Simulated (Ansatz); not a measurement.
ZnS: S → Mo

The reference is ZnS in the zinc blende structure (space group F-43m, No. 216; a = 5.357 Å).

Now apply this change: every S is replaced by Mo; the structure is relaxed again.

Computed with Ansatz (an electronic-structure program) PBEsol, no SOC. Settings: 15×15×15 k-points, 0.05 eV Fermi–Dirac smearing, for the changed cell.

The volume per atom grows by 1.603 Å³ to 20.82 Å³ and the density grows by 2.223 g/cm³, from 4.21 g/cm³ to 6.44 g/cm³. The lattice parameter a increases by 14.5 pm to 550.2 pm and the shortest interatomic distance increases by 6.28 pm (232.0 pm → 238.2 pm). The band gap changes from 2.09 eV to zero.

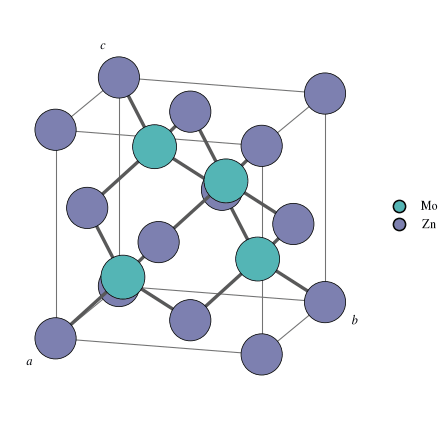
*The relaxed conventional cell after the change*

Stability against distortions was not tested. As relaxed here, ZnMo is a hypothetical phase, not in the database extracts checked. The final runs are not spin-polarised. ZnMo has a high density of states at the Fermi level and may be magnetic at this level.
